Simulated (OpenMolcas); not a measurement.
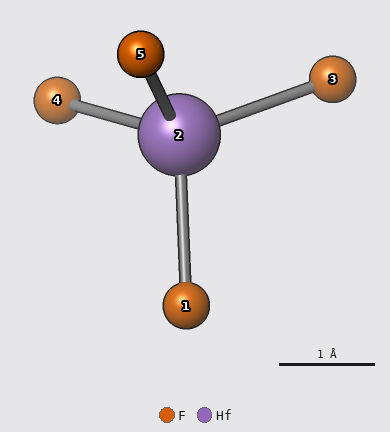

Figure 1. The structure as given in the input (ball-and-stick view, seen at a tilt; atoms are numbered from 1 in the order of the input). Sticks mark near contacts. Bond lengths as drawn: F–Hf 1.82 Å.

## HfF4: single-point calculation (part 1 of 2)

System: HfF4, SMILES [F][Hf]([F])([F])[F].
Method: CASPT2/ANO-R1, sfX2C (OpenMolcas 26.06).

The geometry comes from this level: GFN2-xTB.

### Input file
```
* F4Hf CASPT2
&GATEWAY
Coord=struct.xyz
Basis=ANO-R1
Group=NoSym
RICD
&SEWARD
&RASSCF
FileOrb=$CurrDir/step2.RasOrb
Spin=1
Nactel=8 0 0
Inactive=50
Ras2=9
OrbListing=Nothing
&CASPT2
Imaginary=0.2
```

### File struct.xyz
```
5

F     -0.876230    -0.120570     1.592390
Hf     0.000250     0.000320     0.000020
F      1.561840    -0.932660     0.093910
F     -1.043340    -0.695380    -1.320650
F      0.357470     1.748290    -0.365660
```

Run as:
```bash
export MOLCAS_MEM=1860
pymolcas step6.inp > step6.log
```

### Output
```
--- Start Module: gateway ---

                                              &GATEWAY

                       available to each process: 1.9 GB of memory, 1 thread

++    Symmetry information:
      ---------------------

                    Character Table for C1

                             E
                    a        1  x, y, xy, Rz, z, xz, Ry, yz, Rx, I
--

++    Basis set information:
      ----------------------

      Basis set label: F.ANO-R...3S2P1D.

      Electronic valence basis set:
      ------------------
      Associated Effective Charge   9.000000 au
      Associated Actual Charge      9.000000 au
      Nuclear Model: Finite nucleus - Gaussian distribution
        Gaussian exponent, Xi/bohr**(-2):  5.35469E+08

      Shell  nPrim  nBasis  Cartesian Spherical Contaminant
         s      13       3        X
         p       8       2        X
         d       4       1                 X

      Basis set label: HF.ANO-R...7S5P4D2F.

      Electronic valence basis set:
      ------------------
      Associated Effective Charge  72.000000 au
      Associated Actual Charge     72.000000 au
      Nuclear Model: Finite nucleus - Gaussian distribution
        Gaussian exponent, Xi/bohr**(-2):  1.50087E+08

      Shell  nPrim  nBasis  Cartesian Spherical Contaminant
         s      25       7        X
         p      20       5        X
         d      15       4                 X
         f      10       2                 X

      Basis set label: F.ANO-R...3S2P1D.

      Electronic valence basis set:
      ------------------
      Associated Effective Charge   9.000000 au
      Associated Actual Charge      9.000000 au
      Nuclear Model: Finite nucleus - Gaussian distribution
        Gaussian exponent, Xi/bohr**(-2):  5.35469E+08

      Shell  nPrim  nBasis  Cartesian Spherical Contaminant
         s      13       3        X
         p       8       2        X
         d       4       1                 X
--

++    Molecular structure info:
      -------------------------

                    ************************************************
                    **** Cartesian Coordinates / bohr, angstrom ****
                    ************************************************

     Center  Label                x              y              z                     x              y              z
        1      F1              -1.655835      -0.227844       3.009181             -0.876230      -0.120570       1.592390
        2      HF2              0.000472       0.000605       0.000038              0.000250       0.000320       0.000020
        3      F3               2.951450      -1.762472       0.177464              1.561840      -0.932660       0.093910
        4      F4              -1.971627      -1.314078      -2.495667             -1.043340      -0.695380      -1.320650
        5      F5               0.675520       3.303789      -0.690997              0.357470       1.748290      -0.365660

                    ***************************************
                    *    InterNuclear Distances / bohr    *
                    ***************************************

               1 F1            2 HF2           3 F3            4 F4            5 F5
    1 F1       0.000000
    2 HF2      3.442453        0.000000
    3 F3       5.621457        3.442120        0.000000
    4 F4       5.619873        3.441817        5.619908        0.000000
    5 F5       5.621296        3.441547        5.621484        5.620402        0.000000

                    *******************************************
                    *    InterNuclear Distances / angstrom    *
                    *******************************************

               1 F1            2 HF2           3 F3            4 F4            5 F5
    1 F1       0.000000
    2 HF2      1.821668        0.000000
    3 F3       2.974747        1.821491        0.000000
    4 F4       2.973909        1.821331        2.973927        0.000000
    5 F5       2.974662        1.821188        2.974761        2.974189        0.000000
--

            Nuclear Potential Energy            839.51950663 au

--- Stop Module: gateway /rc=_RC_ALL_IS_WELL_ ---
--- Module gateway spent 17 seconds ---

--- Start Module: seward ---

                                              &SEWARD

                       available to each process: 1.9 GB of memory, 1 thread

               SEWARD will generate:
                  Multipole Moment integrals up to order  2
                  Kinetic Energy integrals
                  Nuclear Attraction integrals (finite nuclei - Gaussian type)
                  One-Electron Hamiltonian integrals
                  Velocity integrals
                  Relativistic X2C integrals
                  Orbital angular momentum around (  0.0003   0.0004   0.0000 )
                  Velocity quadrupole around (  0.0003   0.0004   0.0000 )
                  Atomic mean-field integrals
                  RI decomposed two-electron repulsion integrals stored Cholesky style
                   - acCD auxiliary basis
                   - CD Threshold:   1.00E-04

                   Integrals are discarded if absolute value <: 1.00E-14
                   Integral cutoff threshold is set to       <: 1.00E-16

            Nuclear Potential Energy            839.51950663 au

      Basis set specifications :
      Symmetry species         a
      Basis functions          112

--- Stop Module: seward /rc=_RC_ALL_IS_WELL_ ---
--- Module seward spent 8 seconds ---

--- Start Module: rasscf ---

                                              &RASSCF

                       available to each process: 1.9 GB of memory, 1 thread

      Header of the ONEINT file:
      --------------------------

      OrdInt status: non-squared

      Cartesian coordinates in angstrom:
      -----------------------------------------------------
      No.  Label        X            Y            Z
      -----------------------------------------------------
       1   F1        -0.87623000  -0.12057000   1.59239000
       2   HF2        0.00025000   0.00032000   0.00002000
       3   F3         1.56184000  -0.93266000   0.09391000
       4   F4        -1.04334000  -0.69538000  -1.32065000
       5   F5         0.35747000   1.74829000  -0.36566000
      -----------------------------------------------------
      Nuclear repulsion energy =  839.51950663

++    Wave function specifications:
      -----------------------------

      Number of closed shell electrons         100
      Number of electrons in active shells       8
      Max number of holes in RAS1 space          0
      Max nr of electrons in RAS3 space          0
      Number of inactive orbitals               50
      Number of active orbitals                  9
      Number of secondary orbitals              53
      Spin quantum number                      0.0
      State symmetry                             1
--

++    Orbital specifications:
      -----------------------

      Symmetry species                           1
                                                 a
      Frozen orbitals                            0
      Inactive orbitals                         50
      Active orbitals                            9
      RAS1 orbitals                              0
      RAS2 orbitals                              9
      RAS3 orbitals                              0
      Secondary orbitals                        53
      Deleted orbitals                           0
      Number of basis functions                112
--

++    CI expansion specifications:
      ----------------------------

      Number of CSFs                          5292
      Number of spin combinations             8001
      Number of determinants                 15876
      Number of root(s) required                 1
      Root chosen for geometry opt.              1
      CI root used                               1

      highest root included in the CI            1
      max. size of the explicit Hamiltonian    200
--

++    Optimization specifications:
      ----------------------------

      RASSCF algorithm: LK RI/DF
      Maximum number of macro iterations       200
      Maximum number of SX iterations          100
      Threshold for RASSCF energy            1.000E-08
      Threshold for max MO rotation          1.000E-01
      Threshold for max BLB element          1.000E-04
      Level shift parameter                  5.000E-01
      Make Quasi-Newton update
--

      The MO-coefficients are taken from the file:
      step2.RasOrb
      Title: RASSCF average (pseudo-natural) orbitals

      Total molecular charge    0.00

      ************************************************************************************************************************
      *                                            Wave function control section                                             *
      ************************************************************************************************************************

                                         RASSCF iterations: Energy and convergence statistics
                                         ----------------------------------------------------

          iter iter root      energy       change     param      element    value   shift minimum  type update hh:mm:ss
 Nr of preliminary CI iterations:   4
      Total energies have been shifted. Add               -15000.00 au
        1   1    7    1  -472.37668426    0.00E+00  -2.46E-04   53  76 1 -1.27E-04*  0.00   0.00    SX    NO    0:00:01
        2   1    5    1  -472.37668431   -4.85E-08* -8.18E-05   36  90 1 -1.29E-05   0.00   0.00    SX    NO    0:00:00
        3   1    5    1  -472.37668431   -7.28E-10  -7.21E-05   39  93 1 -9.86E-06   0.00   0.00    SX    NO    0:00:00
        4   5    6    1  -472.37668492   -6.12E-07*  2.30E-04   53  75 1 -9.96E-05   0.00   0.00    SX    NO    0:00:00
        5   3    6    1  -472.37668495   -2.60E-08*  1.72E-04   34  70 1  3.79E-05   0.00   1.20    QN   YES    0:00:00
        6   3    5    1  -472.37668495   -8.02E-09  -1.02E-04   51  78 1  2.23E-05   0.00   0.90    QN   YES    0:00:00
      Convergence after  6 iterations
        7   1    5    1  -472.37668496   -2.02E-09  -1.02E-04   51  78 1  8.93E-06   0.00   0.90    QN   YES    0:00:00

      ************************************************************************************************************************
                                                      Wave function printout:
                       occupation of active orbitals, and spin coupling of open shells (u,d: Spin up or down)
      ************************************************************************************************************************

      Note: transformation to natural orbitals
      has been made, which may change the order of the CSFs.

      printout of CI-coefficients larger than  0.05 for root  1
      energy=  -15472.376685
      conf/sym  111111111     Coeff  Weight
             1  222200000   0.98243 0.96517
            31  222000020  -0.07199 0.00518
            84  220202000  -0.05553 0.00308
           132  202200200  -0.05615 0.00315
           157  022220000  -0.05649 0.00319
           204  2uu20dd00   0.05733 0.00329
           212  u2u2dd000   0.05472 0.00299
           223  uu22d0d00  -0.05482 0.00301

      Natural orbitals and occupation numbers for root  1
      sym 1:   1.980880   1.980052   1.979083   1.988811   0.019089   0.019597   0.019855   0.011100   0.001532
```
